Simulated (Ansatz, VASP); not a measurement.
# Cross-check of HgTe between VASP and Ansatz

Aim: how closely do two programs agree when they are given the same cell, functional and k mesh?

Program: Ansatz 0.2.0. Level of theory: plane waves, with VASP 6.6.1 beside it; zone-centre phonons at r2SCAN. Results are calculated unless marked as measured.

## (1) The structure

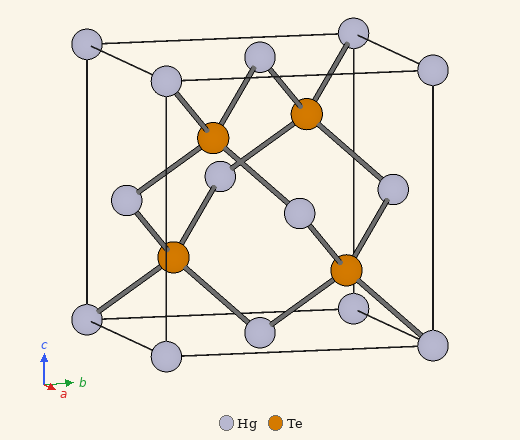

The starting structure, seen slightly off an axis (mercury light grey, tellurium orange). This picture shows the conventional cell, with its axes. Bonds to atoms that aren't drawn are left out. Some periodic images of atoms are drawn too.

As a file:

```cif
data_structure
_symmetry_space_group_name_H-M 'P 1'
_symmetry_Int_Tables_number 1
_cell_length_a 4.6512
_cell_length_b 4.6512
_cell_length_c 4.6512
_cell_angle_alpha 60.000
_cell_angle_beta 60.000
_cell_angle_gamma 60.000
_cell_volume 71.15
loop_
_atom_site_label
_atom_site_type_symbol
_atom_site_fract_x
_atom_site_fract_y
_atom_site_fract_z
_atom_site_occupancy
Hg1 Hg 0.00000 0.00000 0.00000 1
Te2 Te 0.75000 0.75000 0.75000 1
```

## (2) VASP: zone-centre phonons, r2SCAN

Second derivatives magnify differences that forces hide, and they need a tight electronic threshold.

Lines of VASP's logs that name or quote its potential files are left out, and so is its time.

The input, INCAR:

```
SYSTEM = HgTe
PREC = Accurate
ENCUT = 450
EDIFF = 1E-08
NELM = 100
ISMEAR = 1
SIGMA = 0.15
LREAL = .FALSE.
ALGO = Normal
METAGGA = R2SCAN
LASPH = .TRUE.
NBANDS = 15
LORBIT = 11
LWAVE = .FALSE.
LCHARG = .FALSE.
KPAR = 2
IBRION = 6
NFREE = 2
POTIM = 0.015
NSW = 1
ISIF = 2
```

The input, POSCAR:

```
HgTe
1.0
    0.0000000000      3.2888860448      3.2888860448
    3.2888860448      0.0000000000      3.2888860448
    3.2888860448      3.2888860448      0.0000000000
Hg Te
1 1
Direct
    0.0000000000      0.0000000000      0.0000000000
    0.7500000000      0.7500000000      0.7500000000
```

The input, KPOINTS:

```
Automatic mesh
0
Gamma
10 10 10
0 0 0
```

PAW data sets: Hg and Te (PBE family, release 64).

Launch:

```
$ mpirun -np 2 vasp_std
```

Numbers of over 12 decimals in the logs are rounded to 6 here.

Log:

```text
[banner, memory and clock lines left out]
running    2 mpi-ranks, on    1 nodes
 distrk:  each k-point on    1 cores,    2 groups
 distr:  one band on    1 cores,    1 groups

 POSCAR found type information on POSCAR HgTe
 POSCAR found :  2 types and       2 ions
|                                                                             |
|               ----> ADVICE to this user running VASP <----                  |
|                                                                             |
|     You enforced a specific xc type in the INCAR file but a different       |
|     [... a line on the potential file left out ...]
|     I HOPE YOU KNOW WHAT YOU ARE DOING!                                     |
|                                                                             |

 LDA part: xc-table for (None), standard interpolation
 POSCAR, INCAR and KPOINTS ok, starting setup
 FFT: planning ... GRIDC
 FFT: planning ... GRID_SOFT
 FFT: planning ... GRID
 WAVECAR not read
 entering main loop
       N       E                     dE             d eps       ncg     rms          rms(c)
DAV:   1     0.232168743978E+02    0.23217E+02   -0.74510E+03  1410   0.932E+02
DAV:   2    -0.767116035525E+02   -0.99928E+02   -0.94143E+02  1606   0.228E+02
DAV:   3    -0.802778060289E+02   -0.35662E+01   -0.35564E+01  1683   0.458E+01
DAV:   4    -0.803046728060E+02   -0.26867E-01   -0.26865E-01  2098   0.370E+00
DAV:   5    -0.803047663223E+02   -0.93516E-04   -0.93516E-04  1802   0.179E-01    0.645E+00
DAV:   6    -0.751633359776E+02    0.51414E+01   -0.28271E+00  1466   0.215E+01    0.790E+00
DAV:   7    -0.751569930782E+02    0.63429E-02   -0.11314E-01  1662   0.346E+00    0.522E+00
DAV:   8    -0.751627509248E+02   -0.57578E-02   -0.47149E-02  1571   0.243E+00    0.114E+00
DAV:   9    -0.751643292812E+02   -0.15784E-02   -0.42043E-03  1753   0.528E-01    0.308E-01
DAV:  10    -0.751640420759E+02    0.28721E-03   -0.13473E-03  1599   0.415E-01    0.594E-02
DAV:  11    -0.751640522185E+02   -0.10143E-04   -0.12678E-04  1669   0.923E-02    0.323E-02
DAV:  12    -0.751640550951E+02   -0.28767E-05   -0.85089E-06  1774   0.217E-02    0.151E-02
DAV:  13    -0.751640564117E+02   -0.13166E-05   -0.60453E-06  1599   0.285E-02    0.152E-02
DAV:  14    -0.751640557069E+02    0.70487E-06   -0.20151E-06  1557   0.201E-02    0.395E-03
DAV:  15    -0.751640556971E+02    0.97220E-08   -0.11495E-07  1697   0.259E-03    0.151E-03
DAV:  16    -0.751640557138E+02   -0.16678E-07   -0.64219E-09   908   0.101E-03    0.643E-04
DAV:  17    -0.751640557277E+02   -0.13844E-07   -0.15484E-09   859   0.555E-04    0.240E-04
DAV:  18    -0.751640557296E+02   -0.19991E-08   -0.42671E-10   761   0.158E-04
   1 F= -.75164056E+02 E0= -.75164147E+02  d E =0.272609E-03
[...]
2 F= -.75163728E+02 E0= -.75163819E+02  d E =0.273929E-03
[...]
3 F= -.75163728E+02 E0= -.75163819E+02  d E =0.273929E-03
[...]
4 F= -.75163728E+02 E0= -.75163820E+02  d E =0.273925E-03
 Finite differences progress:
  Degree of freedom:   2/  2
  Displacement:        1/  2
  Total:               3/  4
 bond charge predicted
       N       E                     dE             d eps       ncg     rms          rms(c)
DAV:   1    -0.751618228070E+02    0.19056E-02   -0.25233E-01  5137   0.232E+00    0.213E-01
DAV:   2    -0.751636599420E+02   -0.18371E-02   -0.63191E-03  5816   0.477E-01    0.989E-02
DAV:   3    -0.751637129939E+02   -0.53052E-04   -0.15240E-04  6635   0.876E-02    0.556E-02
DAV:   4    -0.751637256596E+02   -0.12666E-04   -0.13169E-05  6175   0.275E-02    0.254E-02
DAV:   5    -0.751637282047E+02   -0.25451E-05   -0.21787E-06  6236   0.110E-02    0.706E-03
DAV:   6    -0.751637284192E+02   -0.21452E-06   -0.32032E-07  6355   0.404E-03    0.625E-04
DAV:   7    -0.751637284250E+02   -0.57880E-08   -0.15141E-08  5591   0.872E-04
   5 F= -.75163728E+02 E0= -.75163820E+02  d E =0.273928E-03
 Finite differences progress:
  Degree of freedom:   2/  2
  Displacement:        2/  2
  Total:               4/  4
```

Parts of OUTCAR (step 2):

```text
ion  position               nearest neighbor table
   1  0.000  0.000  0.000-   2 2.85   2 2.85   2 2.85   2 2.85
   2  0.750  0.750  0.750-   1 2.85   1 2.85   1 2.85   1 2.85

  LATTYP: Found a face centered cubic cell.
 ALAT       =     6.5777720896

 Subroutine GETGRP returns: Found 24 space group operations
 (whereof 24 operations were pure point group operations)

The static configuration has the point symmetry T_d .

 Found     47 irreducible k-points:

   k-points           NKPTS =     47   k-points in BZ     NKDIM =     47   number of bands    NBANDS=     15

   dimension x,y,z NGX =    32 NGY =   32 NGZ =   32
   dimension x,y,z NGXF=    64 NGYF=   64 NGZF=   64

   ENCUT  =  450.0 eV  33.07 Ry    5.75 a.u.   8.05  8.05  8.05*2*pi/ulx,y,z

   NELECT =      18.0000    total number of electrons

 k-points in reciprocal lattice and weights: Automatic mesh
   0.00000000  0.00000000  0.00000000       0.001
   0.10000000  0.00000000  0.00000000       0.008
   0.20000000  0.00000000  0.00000000       0.008
   0.30000000  0.00000000  0.00000000       0.008
   0.40000000  0.00000000  0.00000000       0.008
   0.50000000  0.00000000  0.00000000       0.004
   0.10000000  0.10000000  0.00000000       0.006
   0.20000000  0.10000000  0.00000000       0.024
   0.30000000  0.10000000  0.00000000       0.024
[...]
-0.30000000  0.40000000  0.20000000       0.024
  -0.30000000  0.50000000  0.20000000       0.012

 average (electrostatic) potential at core
       1 -46.2434       2 -96.7759

 E-fermi :   2.3345

 k-point     1 :       0.0000    0.0000    0.0000
  band No.  band energies     occupation
    ...
      6      -4.5107      2.00000
      7       1.7723      2.00000
      8       2.3146      1.22256
      9       2.3228      1.13146
     10       2.3285      1.06773
     11       6.9766      0.00000
     12       6.9863      0.00000
     13       6.9972      0.00000
     14       9.1326      0.00000
     15      12.2901      0.00000

 k-point     2 :       0.1000    0.0000    0.0000
  band No.  band energies     occupation
    ...
      5      -4.5121      2.00000
      6      -4.5116      2.00000
      7       0.8734      2.00000
      8       2.2087      1.99851
      9       2.2210      1.95639
     10       2.9619     -0.00000
     11       6.8546      0.00000
     12       7.1271      0.00000
     13       7.1463      0.00000
     14       9.8044      0.00000
    ...

 k-point     3 :       0.2000    0.0000    0.0000
  band No.  band energies     occupation
    ...
      5      -4.5129      2.00000
      6      -4.5116      2.00000
      7      -0.3375      2.00000
      8       1.9552      2.00203
      9       1.9739      2.00351
     10       3.3520     -0.00000
     11       7.1372      0.00000
     12       7.4356      0.00000
     13       7.4685      0.00000
     14      10.5796      0.00000
    ...

  Total       -0.0011838      0.0001154      0.0001154      0.0000000     -0.0619691      0.0000000
  in kB       -0.0266582      0.0025981      0.0025981      0.0000000     -1.3954336      0.0000000
  external PRESSURE =      -0.0071540 kB  Pullay stress =       0.0000000 kB

  energy-cutoff  :      450.00
  volume of cell :       71.15
      direct lattice vectors                 reciprocal lattice vectors
     0.000000000  3.288886045  3.288886045    -0.152027158  0.152027158  0.152027158
     3.288886045  0.000000000  3.288886045     0.152027158 -0.152027158  0.152027158
     3.288886045  3.288886045  0.000000000     0.152027158  0.152027158 -0.152027158

 POSITION                                       TOTAL-FORCE (eV/Angst)
 -----------------------------------------------------------------------------------
      0.00000      0.00000      0.00000        -0.043726      0.000000      0.000000
      4.91833      4.93333      4.93333         0.043726     -0.000000     -0.000000
 -----------------------------------------------------------------------------------
    total drift:                               -0.000038      0.000001      0.000001

  FREE ENERGIE OF THE ION-ELECTRON SYSTEM (eV)
  ---------------------------------------------------
  free  energy   TOTEN  =       -75.1637284250 eV

  energy  without entropy=      -75.1640023531  energy(sigma->0) =      -75.16381973

 Eigenvectors and eigenvalues of the dynamical matrix
 ----------------------------------------------------

   1 f  =    3.015595 THz    18.947542 2PiTHz  100.589420 cm-1    12.471493 meV
             X         Y         Z           dx          dy          dz
      0.000000  0.000000  0.000000    -0.624740    0.000000    0.000000
      4.933329  4.933329  4.933329     0.780833    0.000000    0.000000

   2 f  =    3.015595 THz    18.947542 2PiTHz  100.589420 cm-1    12.471493 meV
             X         Y         Z           dx          dy          dz
      0.000000  0.000000  0.000000     0.000000    0.624740    0.000000
      4.933329  4.933329  4.933329     0.000000   -0.780833    0.000000

   3 f  =    3.015595 THz    18.947542 2PiTHz  100.589420 cm-1    12.471493 meV
             X         Y         Z           dx          dy          dz
      0.000000  0.000000  0.000000     0.000000    0.000000   -0.624740
      4.933329  4.933329  4.933329     0.000000    0.000000    0.780833

   4 f/i=    0.004640 THz     0.029152 2PiTHz    0.154765 cm-1     0.019188 meV
             X         Y         Z           dx          dy          dz
      0.000000  0.000000  0.000000     0.000000   -0.780833    0.000000
      4.933329  4.933329  4.933329     0.000000   -0.624740    0.000000

   5 f/i=    0.004640 THz     0.029152 2PiTHz    0.154765 cm-1     0.019188 meV
             X         Y         Z           dx          dy          dz
      0.000000  0.000000  0.000000     0.000000    0.000000    0.780833
      4.933329  4.933329  4.933329     0.000000    0.000000    0.624740

   6 f/i=    0.004640 THz     0.029152 2PiTHz    0.154765 cm-1     0.019188 meV
             X         Y         Z           dx          dy          dz
      0.000000  0.000000  0.000000    -0.780833    0.000000    0.000000
      4.933329  4.933329  4.933329    -0.624740    0.000000    0.000000

 ELASTIC MODULI CONTR FROM IONIC RELAXATION (kBar)
 Direction    XX          YY          ZZ          XY          YZ          ZX
 --------------------------------------------------------------------------------
 XX          -0.0000      0.0000     -0.0000      0.0000      0.0000     -0.0000
 YY           0.0000     -0.0000     -0.0000      0.0000      0.0000      0.0000
 ZZ          -0.0000     -0.0000     -0.0000      0.0000      0.0000     -0.0000
 XY           0.0000      0.0000      0.0000   -133.0325      0.0000      0.0000
 YZ           0.0000      0.0000      0.0000      0.0000   -133.0325     -0.0000
 ZX          -0.0000      0.0000     -0.0000      0.0000     -0.0000   -133.0325
 --------------------------------------------------------------------------------

 total charge
# of ion       s       p       d       tot
------------------------------------------
    1        0.728   0.383   9.360  10.471
    2        1.372   1.991   0.028   3.392
--------------------------------------------------
tot          2.100   2.374   9.388  13.862

[... 3 further parts left out ...]
```

## (3) Ansatz: zone-centre phonons, r2SCAN

Ansatz runs on its default PAW (the set named soft_2) files.

The same cell, functional, mesh and smearing now go to Ansatz, which takes its cutoff from its data sets.

The input, input.yaml:

```yaml
crystal:
  lattice:
    - [0.0, 3.2888860448, 3.2888860448]
    - [3.2888860448, 0.0, 3.2888860448]
    - [3.2888860448, 3.2888860448, 0.0]
  atoms:
    - { symbol: Hg, position: [0.0, 0.0, 0.0] }
    - { symbol: Te, position: [0.75, 0.75, 0.75] }
hamiltonian:
  xc: r2scan
  pseudopotentials: { kind: paw }
kpoints:
  mp_grid: { grid: [10, 10, 10] }
scf:
  occupations: { method: methfessel_paxton, width: 0.15 }
phonons:
  method: dfpt
  qpoints: [[0, 0, 0]]
```

Launch:

```
$ ansatz run input.yaml --threads 4 --pin off --max-ram 9216MiB --backend cpu --events-out ev --progress --plain --runs-dir out
```

Log:

```text
Engine: ansatz 0.2.0, aarch64-unknown-linux-gnu
Pseudopotentials: kind: paw
Pseudopotential: Hg, paw, valence charge 20, recommended cutoff 500 eV (meta_gga), Hg.paw.azcp
Pseudopotential: Te, paw, valence charge 16, recommended cutoff 500 eV (meta_gga), Te.paw.azcp
Functional definition: r2SCAN
  parameter k0 = 0.174
  parameter k1 = 0.065
  parameter a1 = 4.9479
  exchange = r2scan_x(k0 = k0, k1 = k1, a1 = a1)
  correlation = r2scan_c
Crystal: 2 atoms, lattice volume = 71.150 Å³
Basis set: ecut = 500 eV, 1807 PW (Γ), exchange–correlation on 180×180×180 points (125 copies of the dense FFT grid, shifted against one another)
Bands: 22, of which v1, the nominal top of the filled ones, is band 18 counted from 1 (17 counted from 0)
Symmetry: 24 space group operations
k-points: 171 of 1000 (irreducible under 4 space group operations, time reversal used)
Non-local potential: Hg, projectors of the file, l = 0: 3, l = 1: 2, l = 2: 2, l = 3: 1
Non-local potential: Te, projectors of the file, l = 0: 2, l = 1: 2, l = 2: 2, l = 3: 2
PAW form: soft (Blöchl's): semilocal exchange-correlation on the pseudo side does not see the compensation charge
PAW frozen core: Hg, regenerated for the run's functional (the file was generated under x = pbe(κ = 0.804, μ = 0.219515), c = pbe(β = 0.066725))
PAW frozen core: Te, regenerated for the run's functional (the file was generated under x = pbe(κ = 0.804, μ = 0.219515), c = pbe(β = 0.066725))
PAW one-centre angular grid: Hg, 590 points (default); XC on 160 Gauss nodes
PAW one-centre angular grid: Te, 590 points (default); XC on 160 Gauss nodes
Initial density: superposition of atomic densities (neutral atoms: chi_scale 0, normalization atom), corrected by the library's trained network
Initial wavefunctions: pseudopotential atomic-orbital guess
Functional: x = r2scan, c = r2scan; τ floored in thin density (d = 2e-4 eV/Å³)
SCF iter   1: F=—  HF=-20823.044201 eV  |F-HF|=—  |Δ(HF+E_count)|=         —  Δρ=5.91e-3  dr2=2.11e-2  dr2_τ=1.54e-2  ethr=1.77e-3  ⟨swp⟩=5.9  Hψ=17580  notcnv=0
preconditioner: auto → none  [insulator: Δε(μ)=0.629 eV  Ē_g=10.981 eV  σ=0.150 eV  W_gap=0.57  n_scr=14 (ndim 8)  ℏωp=18.7 eV  f_vac=0.196  D(μ)=0.10/eV (n_scr^D=0)  ε∞_Penn≈3.9]
SCF iter   2: F=—  HF=-20823.043968 eV  |F-HF|=—  |Δ(HF+E_count)|=   2.33e-4  S|Δr|=    0.00e0  Δρ=2.86e-3  dr2=3.28e-3  dr2_τ=1.39e-3  ethr=5.85e-5  ⟨swp⟩=2.2  Hψ=6955  notcnv=0
SCF iter   3: F=—  HF=-20823.043593 eV  |F-HF|=—  |Δ(HF+E_count)|=   3.76e-4  S|Δr|=    0.00e0  Δρ=1.51e-3  dr2=4.53e-4  dr2_τ=8.02e-5  ethr=9.10e-6  ⟨swp⟩=2.0  Hψ=5131  notcnv=0
SCF iter   4: F=—  HF=-20823.043798 eV  |F-HF|=—  |Δ(HF+E_count)|=   2.06e-4  S|Δr|=    0.00e0  Δρ=1.58e-4  dr2=7.89e-6  dr2_τ=2.26e-6  ethr=1.26e-6  ⟨swp⟩=2.0  Hψ=5302  notcnv=0
SCF iter   5: F=—  HF=-20823.043796 eV  |F-HF|=—  |Δ(HF+E_count)|=   2.19e-6  S|Δr|=    0.00e0  Δρ=2.67e-5  dr2=3.06e-7  dr2_τ=2.14e-8  ethr=2.19e-8  ⟨swp⟩=2.0  Hψ=6545  notcnv=0
SCF iter   6: F=—  HF=-20823.043798 eV  |F-HF|=—  |Δ(HF+E_count)|=   2.09e-6  S|Δr|=    0.00e0  Δρ=9.64e-6  dr2=2.42e-8  dr2_τ=3.96e-9  ethr=8.51e-10  ⟨swp⟩=2.0  Hψ=5311  notcnv=0
SCF iter   7: F=—  HF=-20823.043798 eV  |F-HF|=—  |Δ(HF+E_count)|=   2.66e-8  S|Δr|=    0.00e0  Δρ=7.81e-7  dr2=2.82e-10  dr2_τ=4.64e-11  ethr=6.72e-11  ⟨swp⟩=2.0  Hψ=6650  notcnv=0
SCF iter   8: F=-20823.043798 eV  HF=-20823.043798 eV  |F-HF|=1.09e-11  |Δ(HF+E_count)|=  9.82e-11  S|Δr|=    0.00e0  Δρ=1.05e-7  dr2=3.81e-12  dr2_τ=7.99e-13  ethr=1.00e-12  ⟨swp⟩=5.2  Hψ=20041  notcnv=0
SCF 1 converged in 8 iterations: F = -20823.043798 eV  dr2 = 3.81e-12
  greatest PAW one-centre occupation: 1.001 electrons in one spin orbital (limit 2), on the Hg atom at site 0 (counted from 0), in its partial waves of l = 0
DFPT response loops at Γ: preconditioner auto → none (partly filled bands, converged f_vac=0.194); β = 0.50; Broyden in place of MSR1
SCF converged after 8 iterations
Stability not checked: this state was not tested for a lower state beside it, because cold or Methfessel-Paxton smearing, or corrected tetrahedra, fill the levels in a way that the test cannot read (fill_not_monotonic; see scf.lower_state_search)
Free energy (F): -20823.043798 eV
Harris-Foulkes:  -20823.043798 eV  (|F-HF|=1.09e-11)
Internal energy: -20823.044072 eV  (E = F + TS)
E sigma→0 (E₀):  -20823.043867 eV
Entropy (-TS):   0.000273 eV (0.137 meV/atom)
Fermi energy:    7.682997 eV
Step filling:    the computed levels leave a gap of 0.0000 eV = 0.0 smearing widths at the electron count; against every level under it full and every level over it empty, smearing changes F+E_penalty+E_count by +0.124 meV and its σ→0 estimate by +0.055 meV
--- Per-component energies (eV) ---
  E_band       = -829.296583
  E_kinetic    = 782.650299
  E_local      = -4920.287548  (includes V_loc(G=0)·N_el)
  E_nonlocal   = -235.957842
  E_hartree    = 2384.701508
  E_xc         = -322.420952
  E_vxc        = -400.455776  (∫ρ·V_xc dr)
  E_paw        = -14657.989905  (= ΣΔE_a)
  E_vpaw       = -851.666944  (= ΣTr[D̂ρ^β])
  E_aug_tail   = 0.000348  (compensation charges beyond the density's cutoff)
  E_vtau       = 27.017850  (kinetic-family band-sum trace: ∫τ·v_τ [+ j·A + Jᵃ·Aᵃ] dr)
  E_ewald      = -3853.875907
  E_core_change = 0.135928  (= ΣΔE_core)
  E_smearing   = 0.000273  (= −TS)
  E_closure    = 0.000000  (closes the sum)
  Σ components = -20823.043798   (vs F -20823.043798, Δ=0.00e0)
--- Band table (eV; the first three rows and the last of 171) ---
  k-point 0: bands = [... 14 lower, 0.8176, 7.1360, 7.6703, 7.6703, 7.6703, 12.3554, 12.3554, 12.3554]
  k-point 1: bands = [... 14 lower, 0.8164, 6.2261, 7.5653, 7.5653, 8.3186, 12.2206, 12.5030, 12.5030]
  k-point 2: bands = [... 14 lower, 0.8157, 5.0111, 7.3135, 7.3135, 8.7195, 12.4897, 12.8216, 12.8216]
  k-point 170: bands = [... 14 lower, 1.3307, 2.4031, 5.0461, 5.6101, 10.7687, 12.5877, 13.3049, 14.7093]
--- Phonons (Γ-DFPT): 2 representative perturbations + reference, on 171 of 1000 k-points (Σ response iterations 13) ---
  k mesh reduced under 4 symmetry operations, with k and −k counted as one. Each operation leaves every solved perturbation unchanged. A smaller set is not considered because the functional reads the kinetic-energy density
  ASR residual: 1.221e-4 → 0.000e0 eV/Å²; symmetrization residual: 4.337e-5 eV/Å²
  ASR residual per site (eV/Å²): 7.52e-5 1.22e-4
  Γ frequencies (cm⁻¹): 0.00 0.00 0.00 99.77 99.77 99.77
  non-analytic LO–TO correction: not included (Born effective charges unavailable; polar crystals: no LO–TO splitting at Γ)
--- Phonons (arbitrary-q DFPT): 1 explicit q-point ---
  q = [0, 0, 0] (of the zone-centre solve; hermiticity 3.04e-5, symmetrization 1.48e-12): -0.00 0.00 0.00 99.77 99.77 99.77
  sum rule: each row above includes the acoustic sum rule's correction from the zone centre's row sums; it moved no ω² by more than (0.51 cm⁻¹)²
```

Wall time 2.5 min (4 threads of Arm Neoverse N1, shared host); peak memory 2.2 GiB.

## (4) Differences

Known differences besides the PAW data sets themselves: VASP keeps PBE cores, Ansatz makes them for the functional; the data sets hold 36 valence electrons in Ansatz (default PAW (the set named soft_2) files) and 18 in VASP; the cutoff is 500 eV in Ansatz and 450 eV in VASP; VASP uses finite displacements, Ansatz perturbation theory. Total energies have different zeros and are not compared.

The two programs side by side:

| quantity | Ansatz | VASP | difference |
| --- | --- | --- | --- |
| mode 4 to 6 (cm⁻¹) | 99.8 | 100.6 | -0.81 % |

## (5) Results

| Item | Value |
| --- | --- |
| difference in mode 4 to 6 (zone-centre phonons, r2SCAN) | -0.81 % |

**Reading.** The difference in mode 4 to 6 is -0.81 % (zone-centre phonons, r2SCAN), within the 3 % picked in this series as the mark of a large difference. How closely two codes agree says nothing of how well the functional describes the real material.

[Lines on the potential files, build, host, timing and source positions are cut from VASP's logs without a mark.]

[Logs are printed without paths, hosts, clocks, repeated set-up lines and the standing remarks that a program may print on its own settings, such as how far it seeks lower states.]

[Hosts, paths, dates, database ids (printed as entryN), source tags and the programs' standing remarks are cut or masked in the printed files.]
